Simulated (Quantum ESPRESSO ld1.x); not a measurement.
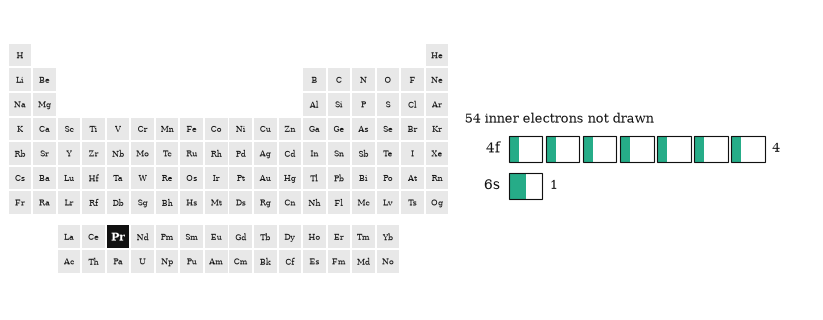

**Figure 1.** Left, the place of praseodymium in the periodic table; right, the outer shells as the input fills them: a box for each of the 2l + 1 orbitals, shaded by the share of the shell that is filled, with the electron count at the right.

## Pr: atomic calculation

Pr, configuration [Xe] 4f4 6s1. Level asked for: scalar-relativistic Kohn-Sham, LDA (Slater exchange, Perdew-Wang correlation), spin-polarised, spherical densities, point nucleus (Quantum ESPRESSO ld1.x).

## Input
```
 &input
    zed=59.0,
    iswitch=1,
    rel=1,
    lsd=1,
    dft='PW',
    config='[Xe] 4f4 6s1',
    verbosity='high',
    prefix='ld1',
    max_out_wfc=37,
    file_charge='ld1.rho',
 /
```

Hardware: 1 CPU thread, shared host.

## Output
```
     Program LD1 v.7.5 starts

     Message from routine scf:
     warning: convergence not achieved
     --------------------------- All-electron run ----------------------------

     scalar relativistic calculation

     atomic number is 59.00
     dft =PW   lsd =1 sic =0 latt =0  beta=0.20 tr2=1.0E-14
     Exchange-correlation= PW
                           (   1   4   0   0   0   0   0)
     mesh =2087 r(mesh) = 100.53064 a.u. xmin = -8.00 dx = 0.00800
     1 Ry =  13.60569312 eV, c = 137.03599908

     n l     nl                  e(Ry)          e(Ha)          e(eV)
     1 0     1S 1( 1.00)   -3070.417314585   -1535.208657292 -41775.1557418
     2 0     2S 1( 1.00)    -494.008810702    -247.004405351  -6721.3322785
     2 1     2P 1( 3.00)    -442.236881026    -221.118440513  -6016.9392909
     3 0     3S 1( 1.00)    -106.523748367     -53.261874183  -1449.3294306
     3 1     3P 1( 3.00)     -90.124925452     -45.062462726  -1226.2120784
     4 0     4S 1( 1.00)     -21.184831952     -10.592415976   -288.2343224
     4 1     4P 1( 3.00)     -15.828114376      -7.914057188   -215.3524669
     3 2     3D 1( 5.00)     -67.041061882     -33.520530941   -912.1401146
     5 0     5S 1( 1.00)      -3.001488677      -1.500744339    -40.8373339
     5 1     5P 1( 3.00)      -1.722411627      -0.861205814    -23.4346040
     4 2     4D 1( 5.00)      -8.168382518      -4.084191259   -111.1365059
     4 3     4F 1( 4.00)      -0.199062553      -0.099531277     -2.7083840
     6 0     6S 1( 1.00)      -0.438807149      -0.219403574     -5.9702754
     1 0     1S 2( 1.00)   -3070.416738066   -1535.208369033 -41775.1478978
     2 0     2S 2( 1.00)    -494.006985935    -247.003492968  -6721.3074513
     2 1     2P 2( 3.00)    -442.235593052    -221.117796526  -6016.9217671
     3 0     3S 2( 1.00)    -106.464276744     -53.232138372  -1448.5202779
     3 1     3P 2( 3.00)     -90.065953707     -45.032976853  -1225.4097270
     4 0     4S 2( 1.00)     -21.026425755     -10.513212878   -286.0790963
     4 1     4P 2( 3.00)     -15.668443624      -7.834221812   -213.1800357
     3 2     3D 2( 5.00)     -66.994514220     -33.497257110   -911.5068014
     5 0     5S 2( 1.00)      -2.890387509      -1.445193754    -39.3257254
     5 1     5P 2( 3.00)      -1.630145893      -0.815072947    -22.1792648
     4 2     4D 2( 5.00)      -8.007894207      -4.003947103   -108.9529511
     4 3     4F 2( 0.00)       0.000000000       0.000000000      0.0000000
     6 0     6S 2( 0.00)      -0.375425147      -0.187712574     -5.1079193

     final scf error:  1.0E+00 reached in 201 iterations

     Etot =  -18520.427702 Ry,   -9260.213851 Ha, -251983.255818 eV
     Total magnetization:    5.00 Bohr mag.

     Ekin =   19555.898548 Ry,    9777.949274 Ha,  266071.554390 eV
     Encl =  -44873.381598 Ry,  -22436.690799 Ha, -610533.459419 eV
     Eh   =    7216.772957 Ry,    3608.386479 Ha,   98189.198197 eV
     Exc  =    -419.717609 Ry,    -209.858804 Ha,   -5710.548986 eV

     normalization and overlap integrals

     s(1S/1S) =  1.000000  <r> =   0.0241  <r2> =    0.0008  r(max) =   0.0154
     s(1S/2S) = -0.019065
     s(1S/3S) = -0.008177
     s(1S/4S) = -0.003895
     s(1S/5S) = -0.001594
     s(1S/6S) = -0.000512
     s(2S/2S) =  1.000000  <r> =   0.1031  <r2> =    0.0125  r(max) =   0.0874
     s(2S/3S) = -0.005094
     s(2S/4S) = -0.002326
     s(2S/5S) = -0.000944
     s(2S/6S) = -0.000303
     s(2P/2P) =  1.000000  <r> =   0.0906  <r2> =    0.0100  r(max) =   0.0704
     s(2P/3P) = -0.004131
     s(2P/4P) = -0.001782
     s(2P/5P) = -0.000642
     s(3S/3S) =  1.000000  <r> =   0.2727  <r2> =    0.0850  r(max) =   0.2492
     s(3S/4S) = -0.001613
     s(3S/5S) = -0.000636
     s(3S/6S) = -0.000203
     s(3P/3P) =  1.000000  <r> =   0.2707  <r2> =    0.0850  r(max) =   0.2433
     s(3P/4P) = -0.001377
     s(3P/5P) = -0.000482
     s(4S/4S) =  1.000000  <r> =   0.6233  <r2> =    0.4386  r(max) =   0.5772
     s(4S/5S) = -0.000424
     s(4S/6S) = -0.000134
     s(4P/4P) =  1.000000  <r> =   0.6606  <r2> =    0.4964  r(max) =   0.6056
     s(4P/5P) = -0.000324
     s(3D/3D) =  1.000000  <r> =   0.2477  <r2> =    0.0723  r(max) =   0.2008
     s(3D/4D) = -0.000978
     s(5S/5S) =  1.000000  <r> =   1.5139  <r2> =    2.5820  r(max) =   1.3478
     s(5S/6S) = -0.000070
     s(5P/5P) =  1.000000  <r> =   1.7863  <r2> =    3.6353  r(max) =   1.5441
     s(4D/4D) =  1.000000  <r> =   0.7294  <r2> =    0.6179  r(max) =   0.6354
     s(4F/4F) =  1.000002  <r> =   1.3054  <r2> =    2.6397  r(max) =   0.6994
     s(6S/6S) =  1.000000  <r> =   4.2773  <r2> =   20.5745  r(max) =   3.7527
     s(1S/1S) =  1.000000  <r> =   0.0241  <r2> =    0.0008  r(max) =   0.0154
     s(1S/2S) = -0.019065
     s(1S/3S) = -0.008180
     s(1S/4S) = -0.003897
     s(1S/5S) = -0.001577
     s(1S/6S) = -0.000497
     s(2S/2S) =  1.000000  <r> =   0.1031  <r2> =    0.0125  r(max) =   0.0874
     s(2S/3S) = -0.005096
     s(2S/4S) = -0.002327
     s(2S/5S) = -0.000934
     s(2S/6S) = -0.000294
     s(2P/2P) =  1.000000  <r> =   0.0906  <r2> =    0.0100  r(max) =   0.0704
     s(2P/3P) = -0.004133
     s(2P/4P) = -0.001782
     s(2P/5P) = -0.000632
     s(3S/3S) =  1.000000  <r> =   0.2726  <r2> =    0.0849  r(max) =   0.2492
     s(3S/4S) = -0.001614
     s(3S/5S) = -0.000629
     s(3S/6S) = -0.000197
     s(3P/3P) =  1.000000  <r> =   0.2706  <r2> =    0.0849  r(max) =   0.2433
     s(3P/4P) = -0.001378
     s(3P/5P) = -0.000475
     s(4S/4S) =  1.000000  <r> =   0.6231  <r2> =    0.4383  r(max) =   0.5772
     s(4S/5S) = -0.000420
     s(4S/6S) = -0.000130
     s(4P/4P) =  1.000000  <r> =   0.6603  <r2> =    0.4961  r(max) =   0.6056
     s(4P/5P) = -0.000319
     s(3D/3D) =  1.000000  <r> =   0.2475  <r2> =    0.0722  r(max) =   0.2008
     s(3D/4D) = -0.000979
     s(5S/5S) =  1.000000  <r> =   1.5242  <r2> =    2.6176  r(max) =   1.3586
     s(5S/6S) = -0.000068
     s(5P/5P) =  1.000000  <r> =   1.8015  <r2> =    3.6961  r(max) =   1.5565
     s(4D/4D) =  1.000000  <r> =   0.7294  <r2> =    0.6182  r(max) =   0.6354
     s(4F/4F) =  0.000000  <r> =   0.0000  <r2> =    0.0000  r(max) = 100.5306
     s(6S/6S) =  1.000000  <r> =   4.4242  <r2> =   22.1590  r(max) =   3.7828

     ------------------------ End of All-electron run ------------------------
```

## Outcome

```tsv
quantity	value
outcome	not converged
total energy	−9260.2139 hartree
kinetic energy	9777.9493 hartree
electron–nucleus energy	−22436.6908 hartree
Hartree energy	3608.3865 hartree
exchange–correlation energy	−209.858804 hartree
SCF iterations	201
wall time	3.7 s
```

## Diagnosis

The run did not meet its convergence test in 201 iterations, so its last values are not results.
